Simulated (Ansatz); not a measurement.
Molecule (SMILES): [C-]#[S+] (C-S).
Geometry (B3LYP-D3(BJ)/def2-TZVP, fixed):
```xyz
2

C      0.0000     0.0000    -1.1142
S      0.0000     0.0000     0.4178
```
Charge 0, spin multiplicity 1.

Basis-set convergence of the dipole moment at PBE with Ansatz (a program for electronic structure). Dipoles come from the density behind the forces; the sign is taken along the dipole that this method gives in the largest set. Cartesian d functions, on some or all atoms, in 6-311G**; all else is spherical. The program fits the integrals of some runs and decomposes those of others, by size. No added dispersion term, no relativity. Reference: the value in aug-pcseg-3, 2.021 D, itself unsure by roughly 0.005 D (its mean distance from aug-cc-pV(Q+d)Z, def2-QZVPPD). Deviations are taken from unrounded values.

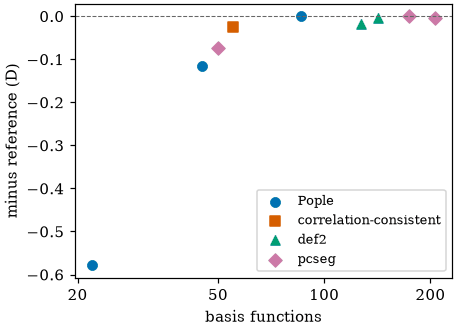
Deviation from the reference against the number of basis functions, by family of sets.

| basis | functions | dipole moment (D) | minus reference (D) |
|---|---|---|---|
| 6-31G | 22 | 1.443 | -0.578 |
| 6-311G** | 45 | 1.904 | -0.117 |
| aug-pcseg-1 | 50 | 1.947 | -0.074 |
| aug-cc-pV(D+d)Z | 55 | 1.997 | -0.024 |
| 6-311++G(3df,3pd) | 86 | 2.021 | 0.000 |
| def2-QZVPP | 127 | 2.002 | -0.019 |
| def2-QZVPPD | 142 | 2.016 | -0.005 |
| aug-pcseg-3 | 174 | 2.021 | 0.000 |
| pcseg-4 | 206 | 2.018 | -0.003 |
